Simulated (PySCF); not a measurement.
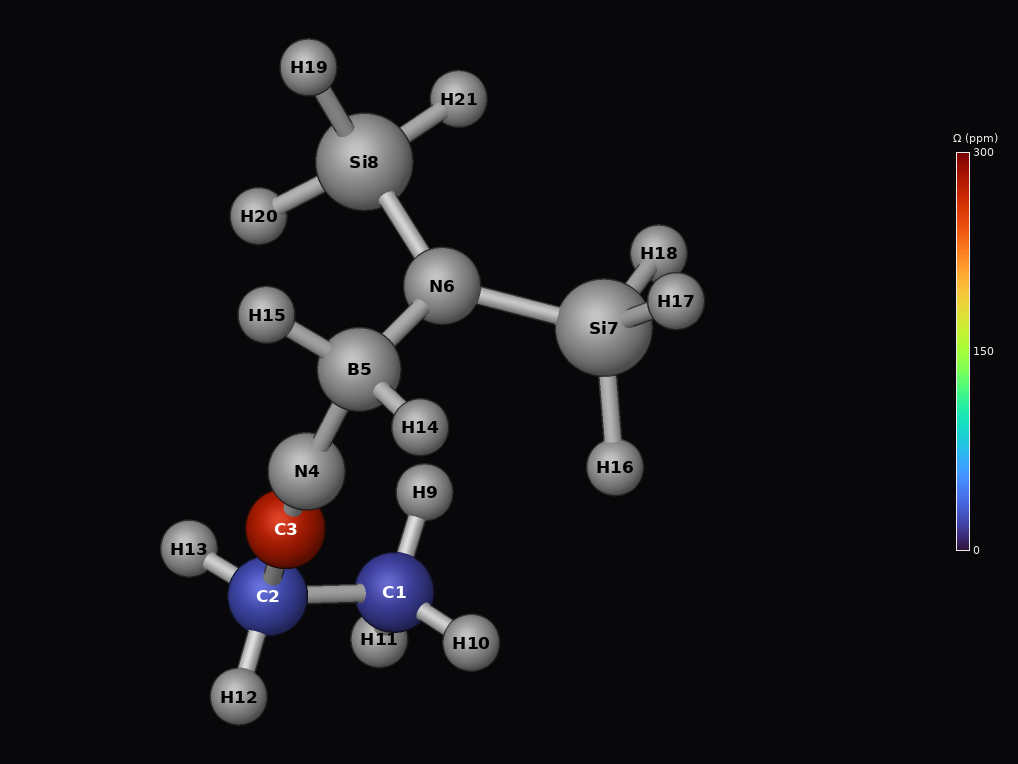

The C atoms are coloured by the span of their shielding tensor. The geometry was computed by an optimisation with GFN2-xTB. No frequency run is at hand to confirm it as a minimum. Properties computed with GIAO PBE0/pcSseg-1 NMR shielding, non-relativistic, gas phase (PySCF 2.14.0). Principal shieldings σ11 ≤ σ22 ≤ σ33, span Ω = σ33 − σ11, skew κ = 3(σiso − σ22)/Ω.

Which C atom has the most anisotropic shielding?

Answer. C3, with a span of 276 ppm.

Give the shielding tensors of the C atoms.

```
atom    σ11    σ22    σ33   σiso      Ω      κ
  C1  164.9  172.1  185.9  174.3   21.0   0.32
  C2  161.5  174.5  185.2  173.7   23.7  −0.09
  C3  −34.1  −27.4  242.2   60.3  276.3   0.95
```

Shieldings and span in ppm.

The geometry is semi-empirical. Around B, Si such bond lengths and angles can be off by a tenth of an ångström or more and by several degrees, and values that hang on the shape move with them.
